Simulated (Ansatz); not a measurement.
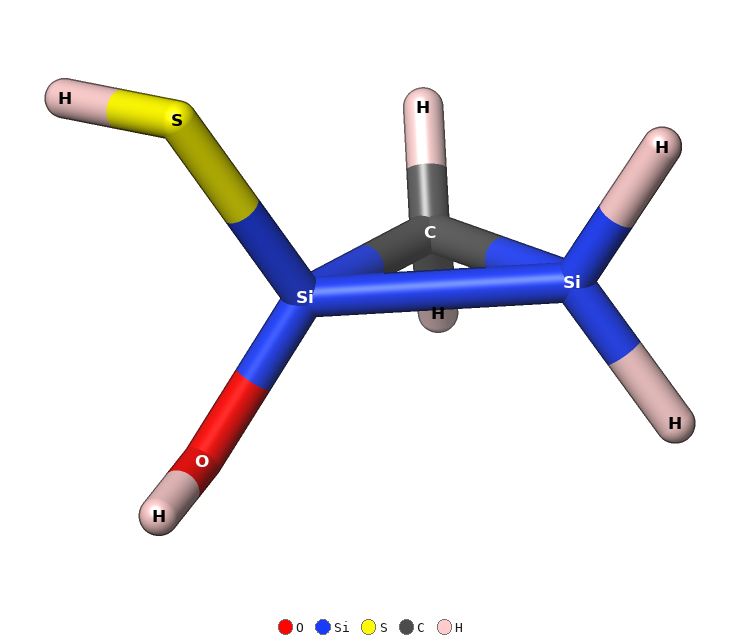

Computed geometry: PBE0-D4/def2-TZVP optimisation. Program: Ansatz 0.2.0.

Tabulate HOMO–LUMO gap (eV), HOMO energy (eV) at these levels: B97M-V/def2-TZVPP; BHLYP-D4/def2-TZVPP; PBE-D4/def2-TZVPP; PBE0-D4/def2-QZVPP; PBE0-D4/def2-SVP; SPW92 (LDA)/def2-TZVPP; r2SCAN0-D4/def2-TZVPP; revPBE-D4/def2-TZVPP; ωB97M-V/def2-QZVPP.

```
                 level  HOMO–LUMO gap (eV)  HOMO energy (eV)
     B97M-V/def2-TZVPP                4.80             −5.78
   BHLYP-D4/def2-TZVPP                8.09             −7.54
     PBE-D4/def2-TZVPP                4.36             −5.56
    PBE0-D4/def2-QZVPP                6.13             −6.62
      PBE0-D4/def2-SVP                6.53             −6.56
SPW92 (LDA)/def2-TZVPP                4.27             −5.67
 r2SCAN0-D4/def2-TZVPP                6.58             −6.73
  revPBE-D4/def2-TZVPP                4.41             −5.51
    ωB97M-V/def2-QZVPP                9.64             −8.62
```
